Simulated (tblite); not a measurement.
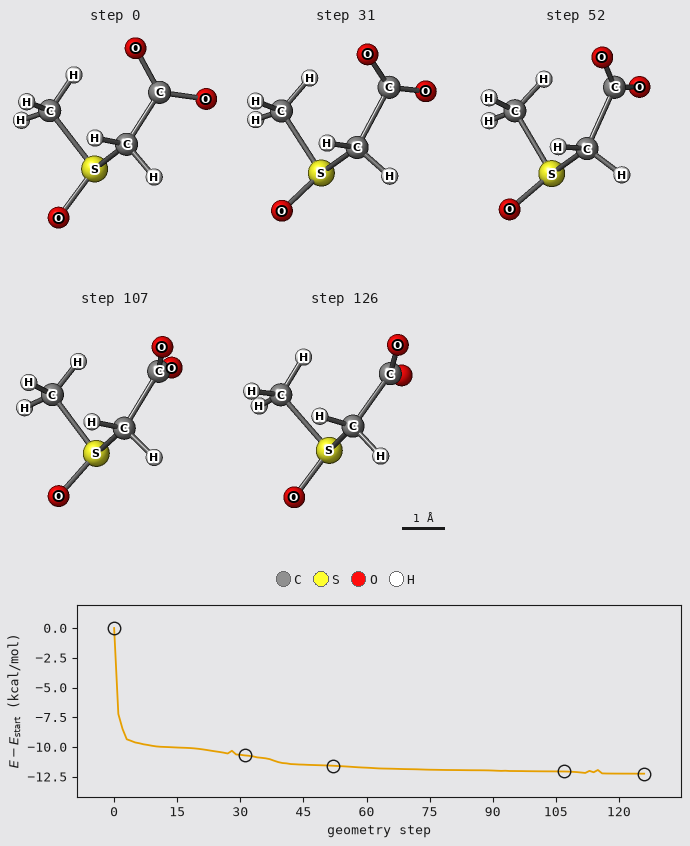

Frames of a relaxation of C3H5O3S (multiplicity 2), marked on the history of the run. A ball-and-stick model, seen at a tilt.

The calculation used tblite 0.8.0, GFN2-xTB geometry optimisation, gas phase. 

**Describe the path.**

The largest move after the best rigid fit is that of an O atom, 1.09 Å. Largest moves by element: O 1.09 Å, H 0.28 Å, C 0.17 Å, S 0.12 Å. Among the contacts that change: O–S 3.292 → 2.537 Å, C–C 1.524 → 1.629 Å, C–O 1.273 → 1.208 Å, O–S 1.510 → 1.466 Å. Among the angles between lasting bonds that change: O–C–O 129.5° → 140.0°, S–C–C 110.5° → 100.8°, O–S–C 108.9° → 102.7°. Groups turn about C–C by about 60°. After 126 geometry steps the energy has fallen by 12.2 kcal/mol. From step 0 to 31: an O atom moves most (0.43 Å), energy −10.7 kcal/mol. From step 31 to 52: an O atom moves most (0.48 Å), energy −0.87 kcal/mol. From step 52 to 107: an O atom moves most (0.53 Å), energy −0.48 kcal/mol. From step 107 to 126: an H atom moves most (0.30 Å), energy −0.18 kcal/mol.
